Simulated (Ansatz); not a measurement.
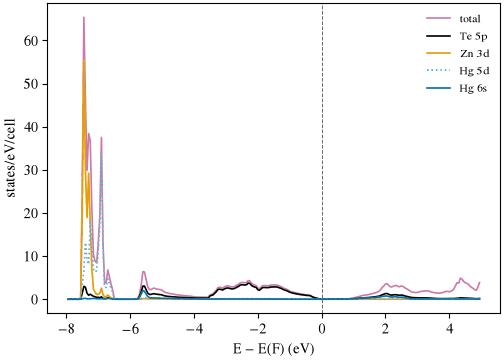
Fig. 1. Total and projected density of states of ZnHgTe2 in space group R3m (No. 160; Zn on 3a, Hg on 3a, Te on 3a, Te on 3a), the program Ansatz at the LDA level (PAW)

Problem. Which orbitals carry the states next to the Fermi level?

Solution. Within 0.5 eV of the Fermi level: Te 5p 87 %, Hg 5d 7 %. Projections are on Löwdin-orthogonalised atomic valence shells; empty p or d shells of many metals are not among them.

Problem. Where is the tallest occupied peak in this window, and what makes it?

Solution. Near -7.4 eV, about 65 states/eV per cell; the largest projected share is Zn 3d.

The workflow started from a Materials Project entry (that database holds measured and hypothetical structures alike); the Crystallography Open Database copy checked does not list it. Whether it is the stable phase at ambient conditions was not checked. Symmetry was held in the LDA relaxation; whether a distortion lowers the energy is not shown. Spin–orbit coupling is left out wherever it is not named.

Potentials: the later of the program's two PAW sets.
